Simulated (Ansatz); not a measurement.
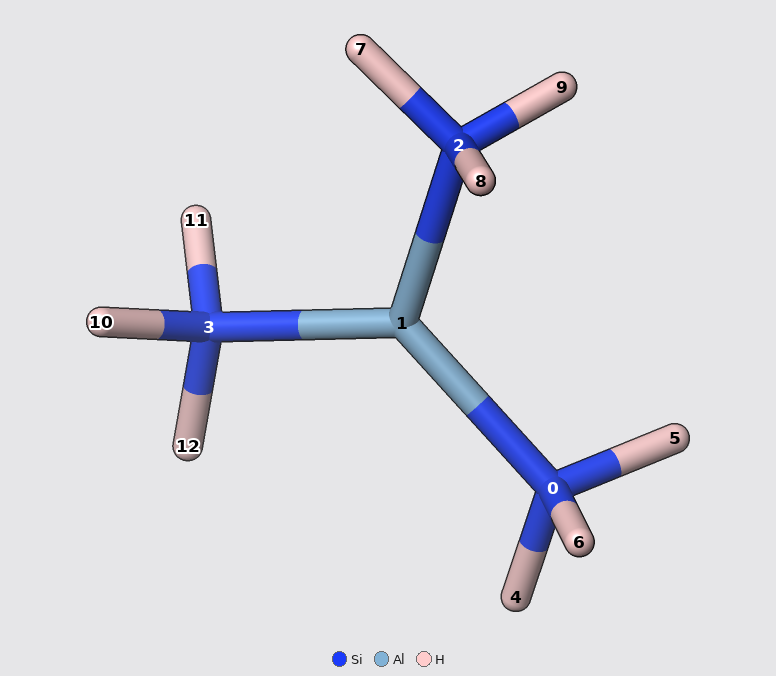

The structure as it stands in the input. Atoms are numbered from 0, in the order of the input.

Input file:

```yaml
crystal:
  periodic: [false, false, false]
  atoms:
    - {symbol: Si, position_ang: [-0.711609, 2.053750, -1.108687]}
    - {symbol: Al, position_ang: [-0.022787, -0.037893, -0.032216]}
    - {symbol: Si, position_ang: [1.684600, 0.149955, 1.713495]}
    - {symbol: Si, position_ang: [-0.981524, -2.195292, -0.590960]}
    - {symbol: H, position_ang: [-1.776452, 1.915367, -2.180756]}
    - {symbol: H, position_ang: [-1.251814, 3.036676, -0.043308]}
    - {symbol: H, position_ang: [0.448451, 2.741121, -1.803487]}
    - {symbol: H, position_ang: [2.142663, -1.164706, 2.287945]}
    - {symbol: H, position_ang: [2.899979, 0.723818, 1.184564]}
    - {symbol: H, position_ang: [1.299325, 0.930257, 2.774471]}
    - {symbol: H, position_ang: [0.044947, -3.155211, -1.114678]}
    - {symbol: H, position_ang: [-1.625052, -2.853491, 0.618419]}
    - {symbol: H, position_ang: [-2.064503, -2.134084, -1.709414]}
basis:
  gaussian: {orbitals: aug-cc-pVDZ}
hamiltonian: {xc: {name: B3LYP}}
```

Command:

```sh
ansatz run in.yaml --threads 4 --pin off --events-out ev --progress --plain --max-ram 10444MiB
```

Result:

```
Functional definition: B3LYP
  name "B3LYP"
  cite "Stephens, Devlin, Chabalowski & Frisch, J. Phys. Chem. 98, 11623 (1994) doi:10.1021/j100096a001"
  cite "Becke, Phys. Rev. A 38, 3098 (1988) doi:10.1103/PhysRevA.38.3098"
  cite "Lee, Yang & Parr, Phys. Rev. B 37, 785 (1988) doi:10.1103/PhysRevB.37.785"
  cite "Vosko, Wilk & Nusair, Can. J. Phys. 58, 1200 (1980) doi:10.1139/p80-159"
  parameter a0 = 0.2
  parameter ax = 0.72
  parameter ac = 0.81
  exchange = (1 - a0 - ax)*slater_x + ax*b88_x + a0*exact_x
  correlation = (1 - ac)*vwn_rpa_c + ac*lyp_c
1942 factors; their error is unknown
mean field evaluation 1: about -30375.6308 eV, gradient 2.2e1 eV
mean field evaluation 2: about -30376.8455 eV, gradient 1.4e1 eV
mean field evaluation 4: about -30377.6595 eV, gradient 7.4e-1 eV
mean field evaluation 8: about -30377.7872 eV, gradient 6.3e-3 eV
mean field -30377.78718006 eV, -1116.3630880636 hartree, gradient 2.9e-5 eV, S^2 0.000000; 0 other end points of the search recorded, 0 dependent functions left out
reference -30377.78765165 eV, -1116.3631053939 hartree; 32, 32 occupied and 157, 157 virtual orbitals, 1942 factors
Total energy: -30377.78765165 eV, -1116.3631053939 hartree
```

The calculation finished and met its thresholds.
